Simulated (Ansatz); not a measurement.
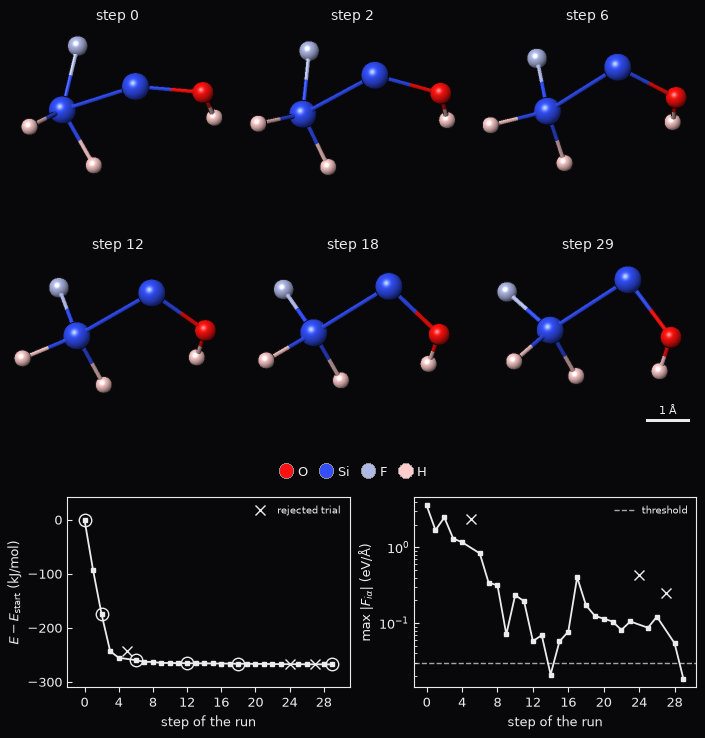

Frames of a relaxation of Si$_{2}$H$_{3}$OF, marked on the history of the run. Style: ball-and-stick. Shown at a tilt.

It is one of the separated reactants of a reaction.

Computed with RKS PBE-D4/def2-SVP (Ansatz 0.2.0). Settings: force threshold 0.03 eV/Å; at most 250 steps.

**Describe the path.**

The atom that moves furthest after the best rigid fit is the F atom (1.04 Å). Largest moves by element: F 1.04 Å, Si 1.00 Å, H 0.91 Å, O 0.41 Å. Near-neighbour distances that change, for instance: Si–Si 2.249 → 2.464 Å, O–Si 1.622 → 1.695 Å, F–Si 1.710 → 1.650 Å, H–O 0.961 → 0.979 Å. Bond angles that change, for instance: O–Si–Si 129.0° → 92.5°, Si–Si–F 82.7° → 117.3°, F–Si–H 133.3° → 107.6°. Groups turn about Si–Si by about 65°, O–Si by about 25°. The energy falls by 267.3 kJ/mol in 26 accepted moves (29 points after the start). The largest force component goes from 3.6 to 0.018 eV/Å. The line search rejected the trial steps at points 5, 24, 27 of the run. The forces were under the threshold at step 14, but the run went on from there. Cost: 33 s on 2 threads of Arm Neoverse V2, on a shared host. From step 0 to 2: a Si atom moves most (0.39 Å), energy −174.8 kJ/mol. From step 2 to 6: a Si atom moves most (0.32 Å), energy −84.8 kJ/mol. From step 6 to 12: an H atom moves most (0.29 Å), energy −5.65 kJ/mol. From step 12 to 18: F and H atoms move most (0.23 Å), energy −1.07 kJ/mol. From step 18 to 29: H atoms move most (0.32 Å), energy −1.06 kJ/mol.

| step | E − E(0), kJ/mol | largest force component, eV/Å | note |
| --- | --- | --- | --- |
| 0 | 0.00 | 3.5819 |  |
| 1 | -92.98 | 1.6896 |  |
| 2 | -174.79 | 2.4883 |  |
| 3 | -242.94 | 1.3078 |  |
| 4 | -255.17 | 1.1717 |  |
| 5 | -242.08 | 2.3784 | rejected |
| 6 | -259.55 | 0.8349 |  |
| 7 | -262.48 | 0.3418 |  |
| 8 | -263.00 | 0.3166 |  |
| 9 | -264.68 | 0.0711 |  |
| 10 | -264.82 | 0.2342 |  |
| 11 | -265.03 | 0.1951 |  |
| 12 | -265.20 | 0.0580 |  |
| 13 | -265.43 | 0.0693 |  |
| 14 | -265.52 | 0.0210 |  |
| 15 | -265.71 | 0.0573 |  |
| 16 | -265.80 | 0.0775 |  |
| 17 | -265.96 | 0.4031 |  |
| 18 | -266.26 | 0.1719 |  |
| 19 | -266.29 | 0.1250 |  |
| 20 | -266.48 | 0.1145 |  |
| 21 | -266.54 | 0.1052 |  |
| 22 | -266.73 | 0.0813 |  |
| 23 | -266.94 | 0.1054 |  |
| 24 | -266.59 | 0.4348 | rejected |
| 25 | -267.00 | 0.0870 |  |
| 26 | -267.14 | 0.1219 |  |
| 27 | -266.71 | 0.2522 | rejected |
| 28 | -267.29 | 0.0544 |  |
| 29 | -267.33 | 0.0184 |  |
